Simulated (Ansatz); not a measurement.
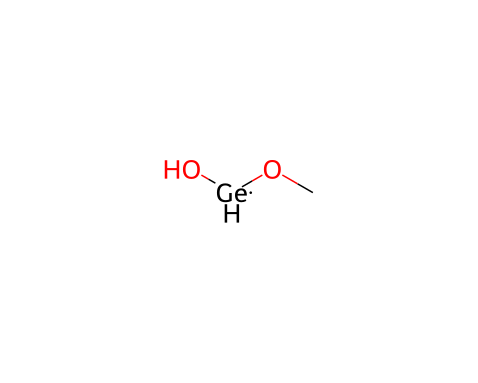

Structural formula above. State: neutral, doublet. Computed geometry: PBE0-D4/def2-TZVP optimisation. No frequency run is at hand to confirm it as a minimum.

Describe the 3D structure.

The molecule is CH5GeO2. Its SMILES string is `C[O][GeH][OH]`. The point group is C1. It is an open-shell species. Coordination: 1 C tetrahedral; 2 O bent; 1 Ge trigonal pyramidal.

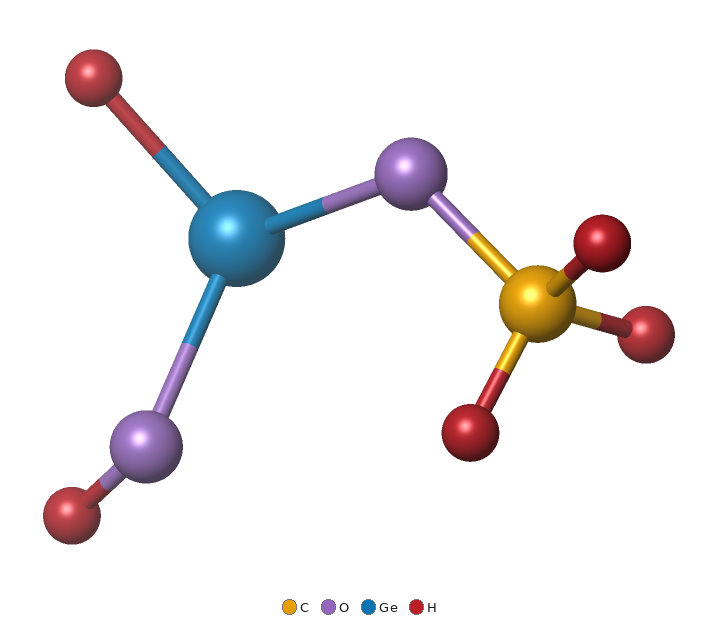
